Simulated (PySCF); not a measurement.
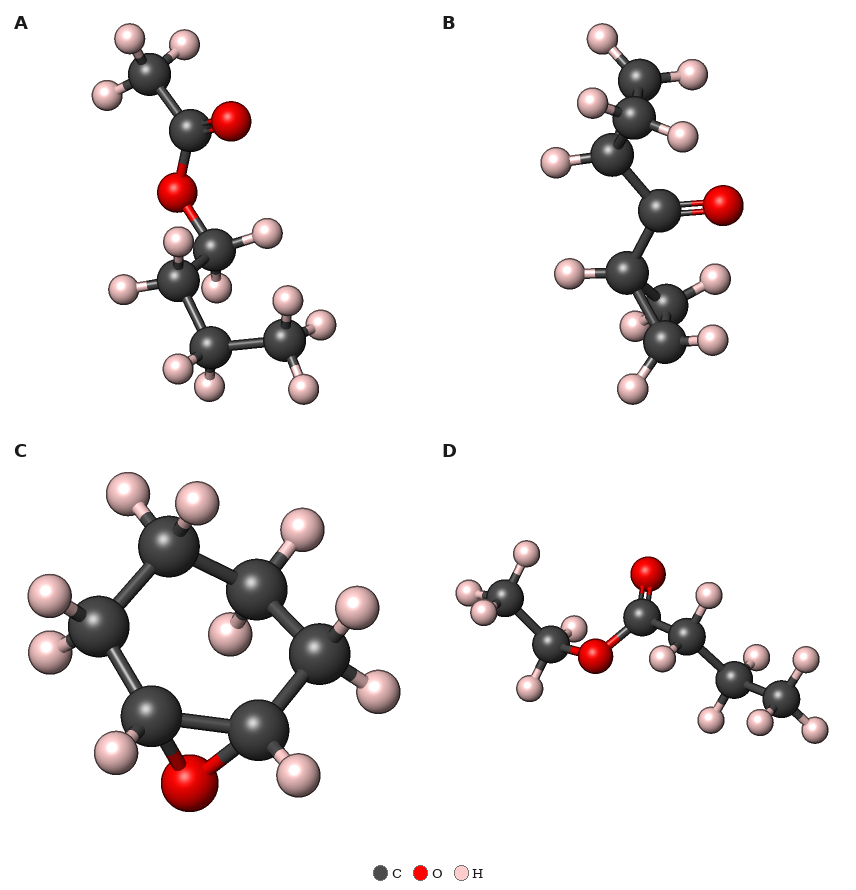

The picture comes from a calculation with PySCF.

Which panel belongs to which SMILES?
(1) C1CC[C@H]2O[C@H]2C1
(2) CCCCOC(C)=O
(3) O=C(C1CC1)C1CC1
(4) CCCC(=O)OCC

Answer. A is (2), B is (3), C is (1), D is (4).
